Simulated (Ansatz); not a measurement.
Consider Mg$_{5}$SiN$_{2}$.

The calculation's input:

```
crystal:
  lattice:
    - [1.8577519751, -5.6395312424, 0.0]
    - [1.8577519751, 5.6395312424, 0.0]
    - [0.0, 0.0, 13.5881624343]
  atoms:
    - { symbol: Mg, position: [0.9670408958, 0.0329591042, 0.4075023241] }
    - { symbol: Mg, position: [0.9670408958, 0.0329591042, 0.0924976759] }
    - { symbol: Mg, position: [0.709072749, 0.290927251, 0.4329758331] }
    - { symbol: Mg, position: [0.709072749, 0.290927251, 0.0670241669] }
    - { symbol: Mg, position: [0.0329591042, 0.9670408958, 0.9075023241] }
    - { symbol: Mg, position: [0.0329591042, 0.9670408958, 0.5924976759] }
    - { symbol: Mg, position: [0.290927251, 0.709072749, 0.9329758331] }
    - { symbol: Mg, position: [0.290927251, 0.709072749, 0.5670241669] }
    - { symbol: Mg, position: [0.1654679149, 0.8345320851, 0.25] }
    - { symbol: Mg, position: [0.8345320851, 0.1654679149, 0.75] }
    - { symbol: Si, position: [0.8370139727, 0.1629860273, 0.25] }
    - { symbol: Si, position: [0.1629860273, 0.8370139727, 0.75] }
    - { symbol: "N", position: [0.1361542124, 0.8638457876, 0.4635140071] }
    - { symbol: "N", position: [0.1361542124, 0.8638457876, 0.0364859929] }
    - { symbol: "N", position: [0.8638457876, 0.1361542124, 0.9635140071] }
    - { symbol: "N", position: [0.8638457876, 0.1361542124, 0.5364859929] }
basis:
  ecutwfc: 420
kpoints:
  mp_grid: { grid: [10, 10, 4] }
  band_path:
    path:
      - [[0.0, 0.0, 0.0], [-0.5, 0.5, 0.0], [-0.27712873, 0.72287127, 0.0]]
      - [[0.27712873, 0.27712873, 0.0], [0.0, 0.0, 0.0], [0.0, 0.0, 0.5], [0.27712873, 0.27712873, 0.5]]
      - [[-0.27712873, 0.72287127, 0.5], [-0.5, 0.5, 0.5], [-0.5, 0.5, 0.0]]
      - [[0.0, 0.0, 0.0], [0.0, 0.5, 0.0], [0.0, 0.5, 0.5], [0.0, 0.0, 0.5], [-0.5, 0.5, 0.5]]
    npoints: 10
hamiltonian:
  xc: pbe
scf:
  occupations: { method: gaussian, width: 0.1 }
  n_extra_bands: 40
output:
  forces: true
  stress: true
  eigenvalues: true
  populations: true
  dos: { projected: true, de: 0.02, nscf_kmesh: { grid: [12, 12, 5] } }
  bader: false
  write_density: true
  write_potential: true
  elf: true
  volumetric_format: npy
```

Command:

```sh
ansatz run input.yaml --threads 1 --pin off --max-ram 2560MiB --backend cpu --events-out ev --progress --plain --runs-dir out
```

Below, planes, directions and counts refer to the conventional cell (a = 3.72 Å, b = 11.28 Å, c = 13.59 Å, α = 90.00°, β = 90.00°, γ = 90.00°).

Space group Cmcm; a generated structure, not necessarily the stable one.

These are results of DFT PBE, scalar-relativistic, plane waves, PAW in Ansatz 0.2.0, not measurements.

### What will maps of the valence pseudo-density and electron localisation function show?

Mg–N (2.05 Å): the density is about 0.44 e/Å³ at the midpoint; the ELF peaks at about 0.85 in the valence shell of N, 0.7 Å from its nucleus, and is about 0.45 at the midpoint.
Mg–Si (2.59 Å): ρ is about 0.29 e/Å³ halfway; the ELF peaks at about 0.90 in the valence shell of Si, 1.0 Å from its nucleus, and is about 0.85 at the midpoint.
Mg–N (2.10 Å): the density is about 0.4 e/Å³ at the midpoint; the ELF peaks at about 0.85 in the valence shell of N, 0.7 Å from its nucleus, and is about 0.45 at the midpoint.
Mg–N (2.24 Å): the density is about 0.31 e/Å³ at the midpoint; the ELF peaks at about 0.85 in the valence shell of N, 0.7 Å from its nucleus, and is about 0.45 at the midpoint.

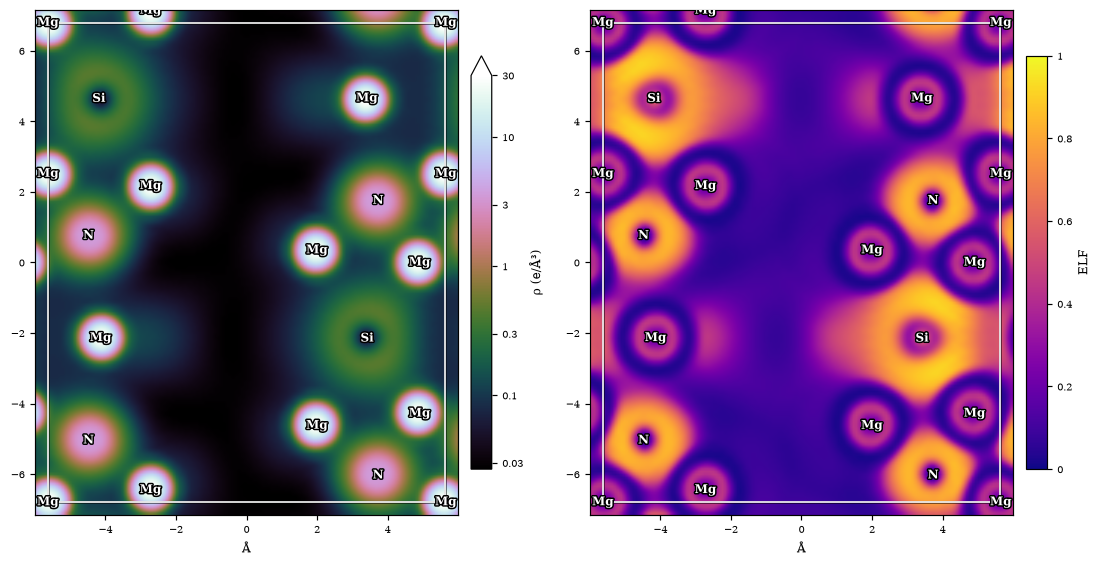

Computed valence pseudo-density and electron localisation function on the (100) plane of the conventional cell, in this order. 

The density is the valence pseudo-density of a PAW calculation; it isn't the true density close to the nuclei.
